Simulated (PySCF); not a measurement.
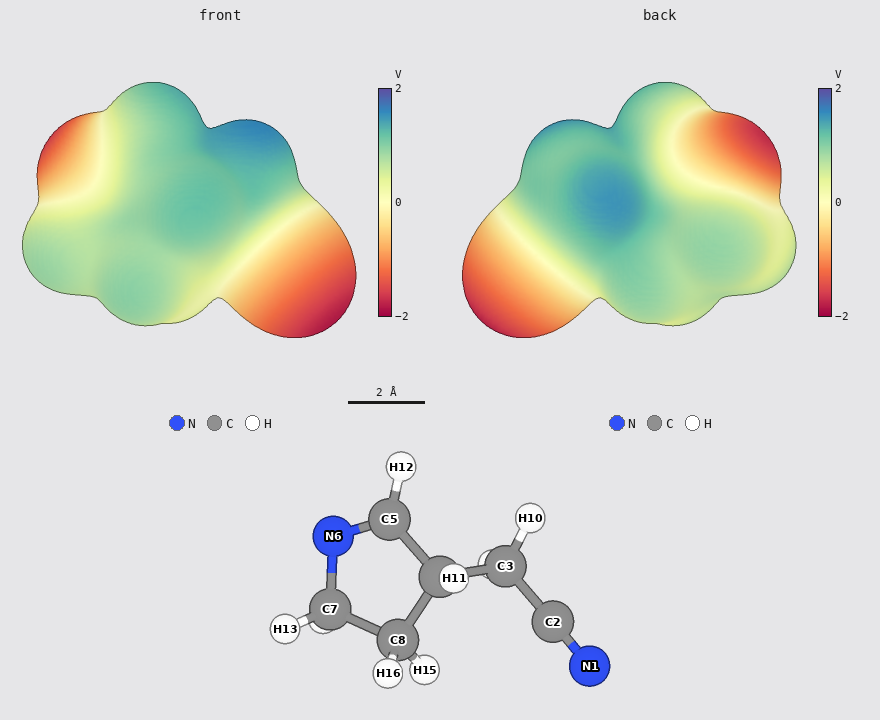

*C$_{6}$H$_{8}$N$_{2}$ (SMILES N#CC[C@H]1C=NCC1). The electrostatic potential painted on the density surface at 0.002 e/bohr³, seen from the front and from behind; the colour scale runs from red (negative) to blue (positive). The bare structure is drawn below in the same view.*

Geometry: GFN2-xTB.

The calculation used PBE0/def2-SVPD, SCF density, gas phase in PySCF.

```json
{"atom": "N", "x (Å)": "-3.0801", "y (Å)": "0.8631", "z (Å)": "-1.4056"}
{"atom": "C", "x (Å)": "-2.4180", "y (Å)": "0.3435", "z (Å)": "-0.6324"}
{"atom": "C", "x (Å)": "-1.5590", "y (Å)": "-0.2873", "z (Å)": "0.3364"}
{"atom": "C", "x (Å)": "-0.2182", "y (Å)": "0.4617", "z (Å)": "0.4329"}
{"atom": "C", "x (Å)": "0.6925", "y (Å)": "-0.2159", "z (Å)": "1.4302"}
{"atom": "N", "x (Å)": "1.7671", "y (Å)": "-0.6820", "z (Å)": "0.9793"}
{"atom": "C", "x (Å)": "1.8752", "y (Å)": "-0.4268", "z (Å)": "-0.4339"}
{"atom": "C", "x (Å)": "0.6231", "y (Å)": "0.3845", "z (Å)": "-0.8533"}
{"atom": "H", "x (Å)": "-1.3881", "y (Å)": "-1.3254", "z (Å)": "0.0358"}
{"atom": "H", "x (Å)": "-2.0647", "y (Å)": "-0.2836", "z (Å)": "1.3065"}
{"atom": "H", "x (Å)": "-0.4158", "y (Å)": "1.4948", "z (Å)": "0.7354"}
{"atom": "H", "x (Å)": "0.4361", "y (Å)": "-0.3138", "z (Å)": "2.4732"}
{"atom": "H", "x (Å)": "2.8058", "y (Å)": "0.1150", "z (Å)": "-0.6136"}
{"atom": "H", "x (Å)": "1.9515", "y (Å)": "-1.3888", "z (Å)": "-0.9468"}
{"atom": "H", "x (Å)": "0.0805", "y (Å)": "-0.1082", "z (Å)": "-1.6585"}
{"atom": "H", "x (Å)": "0.9044", "y (Å)": "1.3781", "z (Å)": "-1.1969"}
```

Question: Describe the electrostatic potential map.

Answer: The most negative region (about −1.8 V, or −42 kcal/mol for a unit charge) lies over N1, the most positive (about +1.6 V, or +37 kcal/mol for a unit charge) over H10. N1 is the likeliest acceptor of a hydrogen bond.

Question: What dipole moment does the calculation give?

Answer: Its dipole moment is 2.08 D.
